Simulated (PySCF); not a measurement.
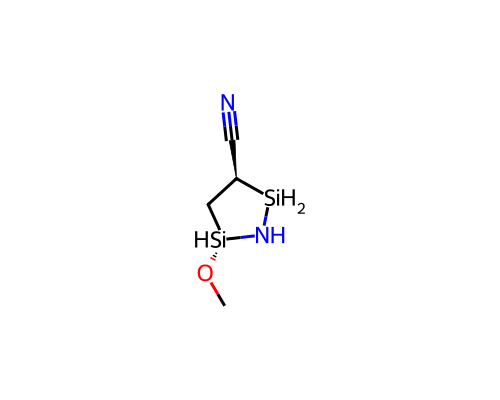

A structural formula.

> Write the SMILES.

CO[Si@@H]1C[C@@H](C#N)[SiH2]N1

> Give the formula, hydrogens included.

C4H10N2OSi2.

> An optimisation with PBE0-D3(BJ)/def2-SVP gave a structure of which point group?

C1.

The parts below concern this one geometry. Atoms keep their numbers from picture to picture. The computed structure is the end point of a PBE0-D3(BJ)/def2-SVP optimisation. No frequency run is at hand to confirm it as a minimum.

**Shape**

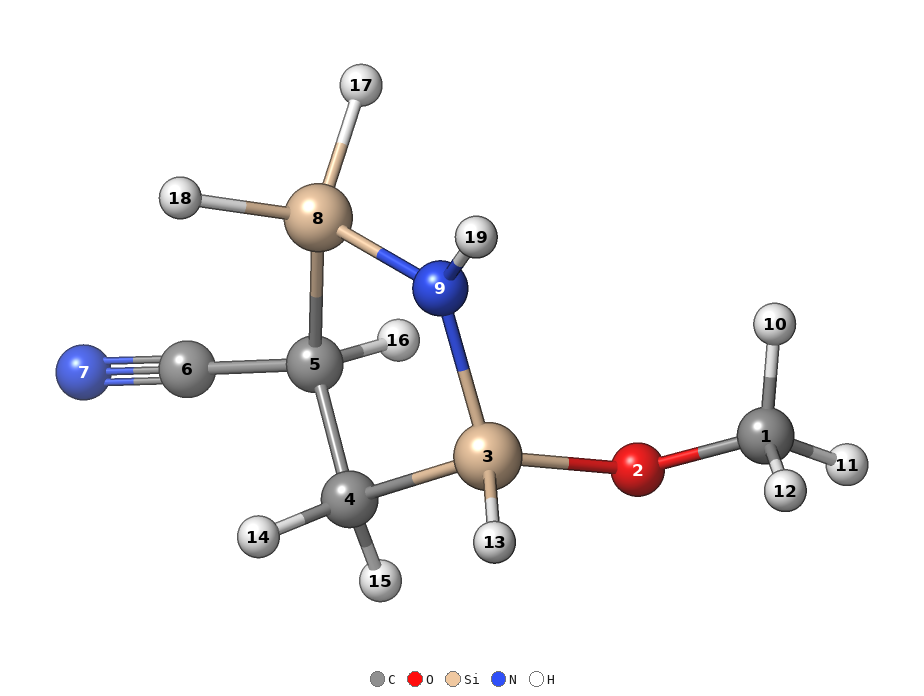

Numbered structure. No frequency run is at hand to confirm it as a minimum.

Estimate the angles O2–C1–H10, O2–C1–H11, Si3–C4–C5, Si3–C4–H14, Si3–C4–H15, C4–Si3–N9, C4–C5–Si8, C4–C5–H16, C5–C4–H14, C6–C5–H16, N9–Si3–H13, N9–Si8–H18.

```tsv
angle	degrees
O2–C1–H10	111.8
O2–C1–H11	109.0
Si3–C4–C5	106.6
Si3–C4–H14	108.8
Si3–C4–H15	112.8
C4–Si3–N9	99.3
C4–C5–Si8	107.7
C4–C5–H16	109.0
C5–C4–H14	110.0
C6–C5–H16	107.7
N9–Si3–H13	110.9
N9–Si8–H18	113.8
```

**NMR shielding**

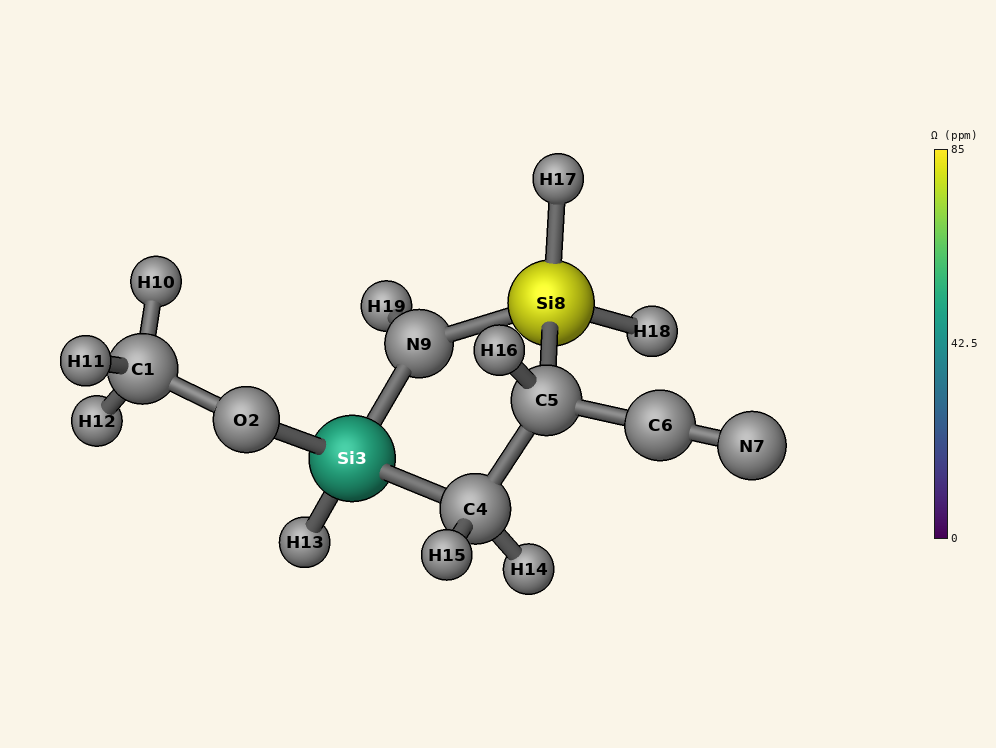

The Si atoms are coloured by the span of their shielding tensor. No frequency run is at hand to confirm it as a minimum. Level of theory: GIAO PBE0/pcSseg-1 NMR shielding, non-relativistic, IEF-PCM cyclohexane (PySCF 2.14.0). Principal shieldings σ11 ≤ σ22 ≤ σ33, span Ω = σ33 − σ11, skew κ = 3(σiso − σ22)/Ω.

> Which Si atom has the most anisotropic shielding?

Si8, with a span of 81 ppm.

Give the shielding tensors of the Si atoms.

| atom | σ11 | σ22 | σ33 | σiso | Ω | κ |
| --- | --- | --- | --- | --- | --- | --- |
| Si3 | 335.1 | 351.0 | 386.9 | 357.7 | 51.8 | 0.38 |
| Si8 | 339.5 | 347.4 | 420.1 | 369.0 | 80.6 | 0.80 |

Shieldings and span in ppm.

**Electronic properties**

No frequency run is at hand to confirm it as a minimum. Level of theory: CAM-B3LYP/def2-SVPD, gas phase (PySCF 2.14.0). Excitations: vertical, linear response.

> What is the HOMO–LUMO gap?

10.02 eV.

> Estimate the lowest vertical singlet excitation.

6.68 eV.

> What is the dipole moment?

5.76 D.

> What is the mean static polarisability?

108.4 bohr³.

**Charges**

The questions are on Mulliken charges. No frequency run is at hand to confirm it as a minimum. Method: PBE0/pcSseg-1 in cyclohexane (IEF-PCM) (PySCF 2.14.0).

> Which atom carries the highest charge (most positive or least negative)?

Si3 (1.08 e).

> And the lowest?

N9 (−0.84 e).

Give the Mulliken charges atom by atom.

| atom | value (e) |
| --- | --- |
| C1 | −0.03 |
| O2 | −0.65 |
| Si3 | 1.08 |
| C4 | −0.48 |
| C5 | −0.61 |
| C6 | 0.16 |
| N7 | −0.29 |
| Si8 | 0.83 |
| N9 | −0.84 |
| H10 | 0.10 |
| H11 | 0.13 |
| H12 | 0.10 |
| H13 | −0.12 |
| H14 | 0.17 |
| H15 | 0.18 |
| H16 | 0.21 |
| H17 | −0.09 |
| H18 | −0.08 |
| H19 | 0.23 |

Mulliken values depend strongly on the basis set and can even reverse the polarity of a bond.
